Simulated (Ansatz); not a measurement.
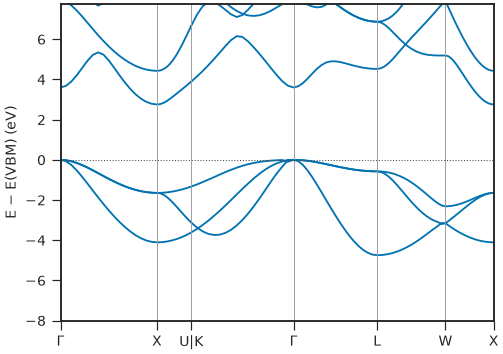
Band structure from plane-wave PAW PBE (Ansatz code)

Problem. Read off the gap and where the band edges lie.

Solution. About 2.8 eV (2.76 eV by a search for the band edges); maximum at Γ, minimum at X.

The material is MgS (rock salt, Fm-3m).

Symmetry was held in the PBE relaxation.

Potentials: the later of the program's two PAW sets.
